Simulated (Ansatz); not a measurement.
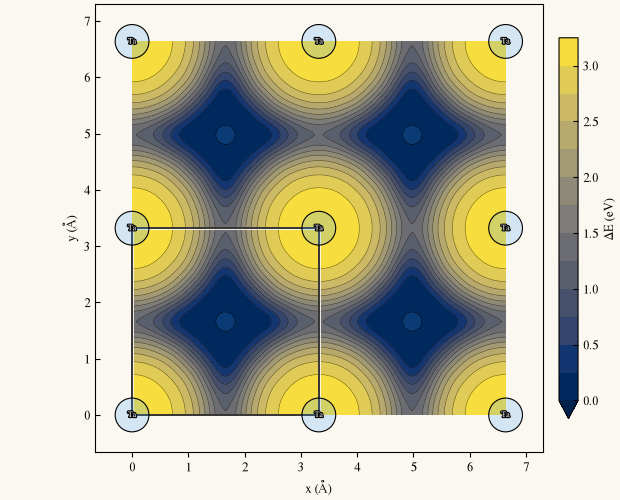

N on a Ta(100) slab cut from the Im-3m phase, its upper half relaxed before the scan (16 atoms of substrate and one adsorbate in a 2 × 2 cell). 
- N is moved over the surface cell; relaxed at each place: the height of the adsorbate's atoms; substrate rigid; the origin of the map has the adsorbate above Ta13.
- Places are given modulo a cell vector. The map is drawn in real space over the plane of the surface.
- The grid has 8 × 8 points; 15 points were computed and 49 follow by symmetry.
- Places are given in fractions of the 1 × 1 surface cell.
- Energies: eV, counted from the lowest grid point.
- These are results of Ansatz 0.2.0, DFT PBE, scalar-relativistic, plane waves, PAW, not measurements. Settings: cutoff 420 eV, k-mesh 4×4×1, gaussian smearing 0.1 eV, no spin polarisation.

In the figure: filled contours, labelled circles for the atoms of the top layer and small ones for the second layer, the outline of one cell of the 2 × 2 shown. Between grid points the surface is interpolated.

The lowest grid point is at (3/8, 4/8) of the cell vectors [nearest 3 Ta at 2.15 Å]. The highest grid point, the top site over a surface Ta atom, (0/8, 0/8) of the cell vectors, lies 3.20 eV above the lowest. At the lowest point the adsorbate has 3 Ta at 2.15 Å as nearest neighbours, at the highest 1 Ta at 1.78 Å. Its relaxed height above the top atom is 0.61 Å at the lowest and 1.78 Å at the highest point.

N is replaced by Na; all else is set up alike.

What does this change do to the map?

Answer. The minimum (interpolated where it lies between grid points) moves from (3/8, 4/8) of the cell vectors [nearest 3 Ta at 2.15 Å] to a fourfold hollow over a second-layer Ta atom, (4/8, 4/8) of the cell vectors. The span from the lowest to the highest grid point shrinks from 3.20 to 0.32 eV. In the new map: at the lowest point the adsorbate has 4 Ta at 3.46 Å as nearest neighbours, at the highest 1 Ta at 3.09 Å. Its relaxed height above the top atom is 2.55 Å at the lowest and 3.09 Å at the highest point.

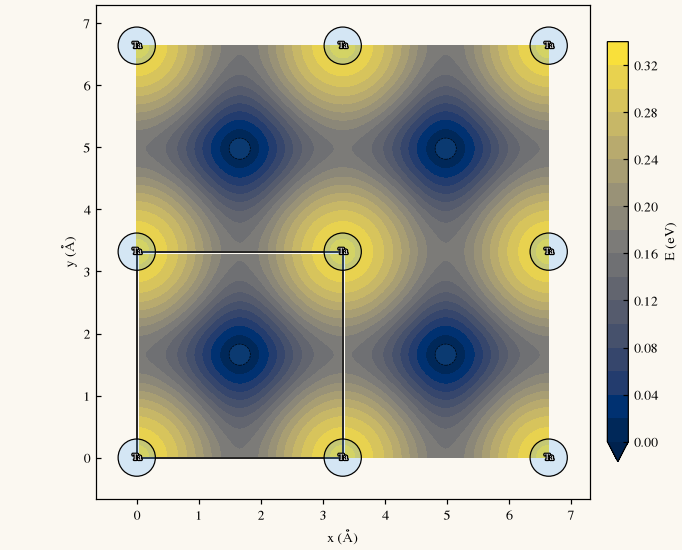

The map after the change, on a colour scale of its own. The picture shows filled contours, labelled circles for the atoms of the top layer and small ones for the second layer, the outline of one cell of the 2 × 2 shown. Between grid points the surface is interpolated.

PAW datasets: the set soft_1.
